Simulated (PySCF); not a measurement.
**doublet CH2ClF−: levels of theory compared**

Aim: a comparison of 6 runs (UHF/STO-3G, UB3LYP/6-31G*, UCAM-B3LYP/aug-cc-pVDZ, UM06-2X/aug-cc-pVDZ, UPBE0/aug-cc-pVDZ, USCS-MP2/aug-cc-pVDZ) of doublet CH2ClF−. Input form: a Python script.

The calculation is run with PySCF 2.14.0.

2 further runs of the same task are left out: 2 set aside as unsound or not needed.

### Step 1. The molecule

CH2ClF−: 5 atoms, total charge -1, spin state doublet. SMILES of the parent species: `FCCl`. The coordinates come from a PBE0-D4/def2-TZVP relaxation. That shape belongs to the parent species and isn't relaxed for this state.

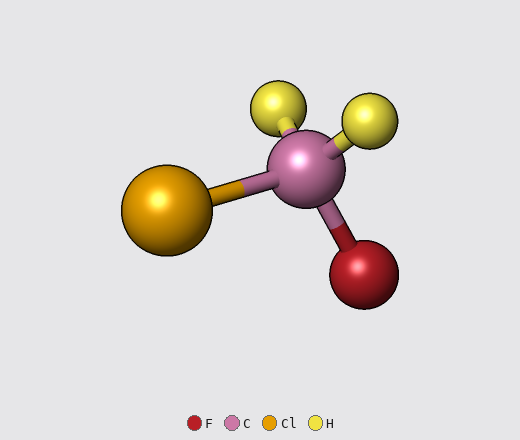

Viewed from a chosen angle; fluorine red, carbon pink, chlorine amber, hydrogen yellow.

### Step 2. The energy at UHF/STO-3G (run 1)

File geometry.xyz:

```xyz
5

F     -0.970450     0.560520     0.766500
C      0.083560     0.089320     0.058070
Cl    -0.422970    -1.232890    -0.998060
H      0.832130    -0.302600     0.745580
H      0.477720     0.885670    -0.572080
```

File calc.py:

```python
from pyscf import gto, scf

mol = gto.Mole()
mol.atom = 'geometry.xyz'
mol.max_memory = 1860
mol.spin = 1
mol.charge = -1
mol.verbose = 4
mol.basis = 'sto-3g'
mol.build()

hf = scf.UHF(mol)
hf.conv_tol = 1e-10
hf.kernel()
if not hf.converged:
    hf = hf.newton().run(hf.mo_coeff, hf.mo_occ)

e_tot = hf.e_tot
print('Final energy', e_tot)
```

The run is started by

```bash
OMP_NUM_THREADS=1 python calc.py
```

The log of the run:

```text
PySCF version 2.14.0

[... 89 lines left out ...]
converged SCF energy = -590.84226829481  <S^2> = 0.75708297  2S+1 = 2.0070705
Final energy -590.8422682948102
```

It took 0.76 s on 1 thread of Arm Neoverse V1, shared host; peak memory 0.099 GiB.

### Step 3. The energy at UB3LYP/6-31G(d) (spherical functions) (run 2)

File job.py:

```python
from pyscf import gto, dft

mol = gto.M(
    atom='''
F   -0.970450   0.560520   0.766500
C    0.083560   0.089320   0.058070
Cl  -0.422970  -1.232890  -0.998060
H    0.832130  -0.302600   0.745580
H    0.477720   0.885670  -0.572080
''',
    basis='6-31g*',
    spin=1,
    charge=-1,
    verbose=4,
    max_memory=1860,
)

calc0 = dft.UKS(mol)
calc0.xc = 'b3lyp'
calc0.conv_tol = 1e-10
calc0.grids.level = 5
calc0.kernel()
if not calc0.converged:
    calc0 = calc0.newton().run(calc0.mo_coeff, calc0.mo_occ)

energy = calc0.e_tot
print('E = %.10f Eh' % energy)
```

The run is started by

```bash
OMP_NUM_THREADS=1 python job.py
```

The log of the run:

```text
PySCF version 2.14.0

[... 54 lines left out ...]
WARN: HOMO -0.0121784979761048 >= LUMO -0.012178497976103
[... 50 lines left out ...]
converged SCF energy = -599.201138671545  <S^2> = 0.75159014  2S+1 = 2.0015895
E = -599.2011386715 Eh
```

It took 13 s on 1 thread of Arm Neoverse V1, shared host; peak memory 0.29 GiB.

Runs 3 to 5 aren't shown in full; the table further down has their settings and results.

### Step 4. A single-point energy at USCS-MP2/aug-cc-pVDZ (run 6)

File run.py:

```python
from pyscf import gto, mp

molecule = gto.M(
    atom='''
F   -0.970450   0.560520   0.766500
C    0.083560   0.089320   0.058070
Cl  -0.422970  -1.232890  -0.998060
H    0.832130  -0.302600   0.745580
H    0.477720   0.885670  -0.572080
''',
    max_memory=1860,
    verbose=3,
    spin=1,
    basis='aug-cc-pvdz',
    charge=-1,
)

mf = molecule.UHF()
mf.conv_tol = 1e-10
mf.kernel()
if not mf.converged:
    mf = mf.newton().run(mf.mo_coeff, mf.mo_occ)

pt = mp.MP2(mf, frozen=7).run()
e_final = mf.e_tot + 1.2 * pt.e_corr_os + pt.e_corr_ss / 3
print('E(%s) = %.9f' % ('SCS-MP2', e_final))
```

The run is started by

```bash
OMP_NUM_THREADS=1 python run.py
```

The log of the run:

```text
converged SCF energy = -597.950018601117  <S^2> = 0.7501689  2S+1 = 2.0001689
E(UMP2) = -598.452635725772  E_corr = -0.502617124654834
E(SCS-UMP2) = -598.438319664288  E_corr = -0.488301063171111
E(SCS-MP2) = -598.438319664
```

Run time: 3.9 s. Hardware: 1 thread of Arm Neoverse V1, shared host; peak memory 0.22 GiB.

### Step 5. The series

```
run                                level  integration grid  frozen core orbitals  energy (Eh)  HOMO energy (eV)  LUMO energy (eV)   ⟨S²⟩  wall time
  1                           UHF/STO-3G                 –                     –  -590.842268              8.00             23.39  0.757     0.76 s
  2  UB3LYP/6-31G* (spherical functions)                 5                     –  -599.201139              6.02              8.55  0.752       13 s
  3               UCAM-B3LYP/aug-cc-pVDZ                 5                     –  -599.310167              1.13              3.26  0.750       41 s
  4                  UM06-2X/aug-cc-pVDZ                 5                     –  -599.265410              1.43              3.33  0.750       84 s
  5                    UPBE0/aug-cc-pVDZ                 5                     –  -599.053763              1.53              2.67  0.750       27 s
  6                 USCS-MP2/aug-cc-pVDZ                 –                     7  -598.438320              0.85              3.89  0.750      3.9 s
```

### Step 6. What came out

| quantity | value |
| --- | --- |
| run 6: total energy | -598.43832 Eh |
| run 6: HOMO energy (Hartree–Fock orbitals) (highest over α and β) | 0.85 eV |
| run 6: LUMO energy (Hartree–Fock orbitals) (lowest over α and β) | 3.89 eV |
| run 6: correlation energy (7 core orbitals frozen) | -488.3 mEh |
| run 6: ⟨S²⟩ of the reference determinant | 0.750 |

What this shows: Totals of different functionals can't be ranked against each other. In runs 1, 2, 3, 4, 5, 6 the HOMO lies above zero, so the outermost electron may be held by the basis alone. In run 1 the basis is minimal, so the values are rough. All runs together took 2.8 min, the longest 84 s.
